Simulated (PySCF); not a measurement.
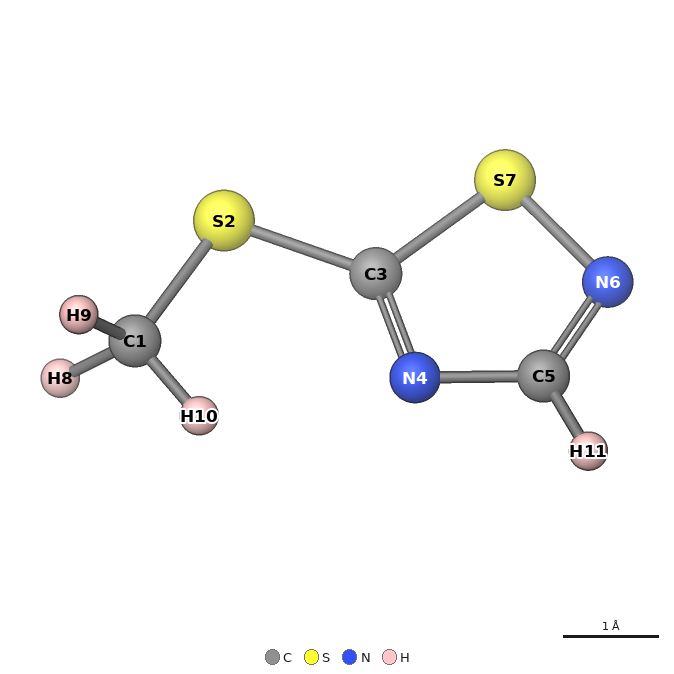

Orthographic view. Atoms fade into the background with distance from the viewer. Geometry: a frame of a GFN2-xTB molecular-dynamics simulation, not a minimum.

Write a MOL file (V2000) with the atoms in numerical order, bonds sorted by atom number with the orders drawn, and coordinates in the frame of the picture: x right, y up, z towards the viewer, origin at the mean position.

```
C3H4N2S2
                    3D

 11 11  0  0  0  0  0  0  0  0999 V2000
   -2.1700   -0.1300    0.1300 C   0  0  0  0  0  0  0  0  0  0  0  0
   -1.2200    1.1400   -0.6400 S   0  0  0  0  0  0  0  0  0  0  0  0
    0.3900    0.5800   -0.3800 C   0  0  0  0  0  0  0  0  0  0  0  0
    0.8000   -0.5200    0.2000 N   0  0  0  0  0  0  0  0  0  0  0  0
    2.1600   -0.5100    0.2500 C   0  0  0  0  0  0  0  0  0  0  0  0
    2.8400    0.4900   -0.2500 N   0  0  0  0  0  0  0  0  0  0  0  0
    1.7600    1.5700   -0.9100 S   0  0  0  0  0  0  0  0  0  0  0  0
   -2.9600   -0.5300   -0.5900 H   0  0  0  0  0  0  0  0  0  0  0  0
   -2.7600    0.1400    1.0000 H   0  0  0  0  0  0  0  0  0  0  0  0
   -1.4900   -0.9300    0.3600 H   0  0  0  0  0  0  0  0  0  0  0  0
    2.6400   -1.3000    0.8200 H   0  0  0  0  0  0  0  0  0  0  0  0
  1  2  1  0
  1  8  1  0
  1  9  1  0
  1 10  1  0
  2  3  1  0
  3  4  2  0
  3  7  1  0
  4  5  1  0
  5  6  2  0
  5 11  1  0
  6  7  1  0
M  END
```
